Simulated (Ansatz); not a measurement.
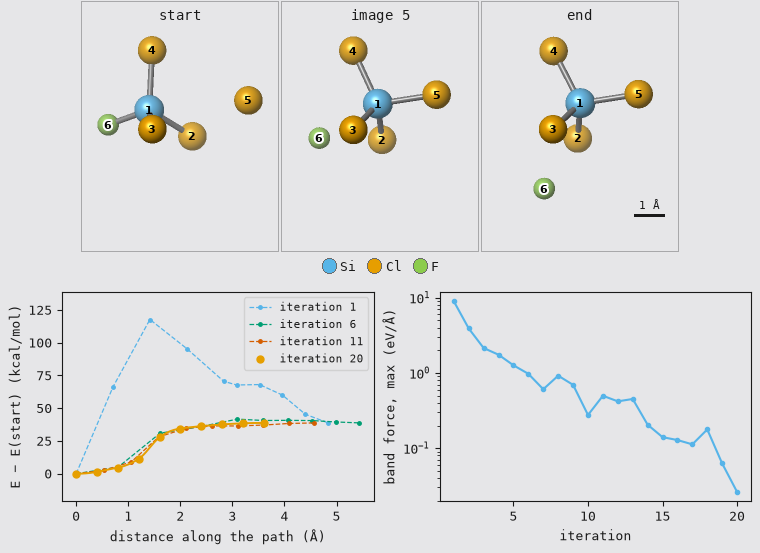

A search for the minimum-energy path of SiCl4F (multiplicity 2), made up at the start of SiCl₃F and Cl by the nudged elastic band. Images are numbered from 0 (start) to 9 (end). The plot follows the band through its iterations. Style: ball-and-stick. Shown from a free direction.

Method: Ansatz 0.2.0, UKS PBE-D4/def2-SVP. Run with 8 movable images; no climbing image; force threshold 0.03 eV/Å; iteration limit 60; starting path through a guess of the saddle point.

Q: Judge this run.

A: The run is converged, with reservations. The band converged in 20 iterations. The largest component of the band force went from 9 to 0.026 eV/Å. The first iteration put the highest image at 117.8 kcal/mol. No barrier shows: the energy is highest at the end, and the end lies 38.8 kcal/mol above the start.

Limits of the set-up: the start holds two separate molecules, 2.8 Å apart at their closest, whose relative position is a soft coordinate.

Cost: 4.1 min on 4 threads of Intel(R) Xeon(R) Platinum 8375C CPU @ 2.90GHz (Ice Lake), on a shared host, peak memory 0.26 GiB.
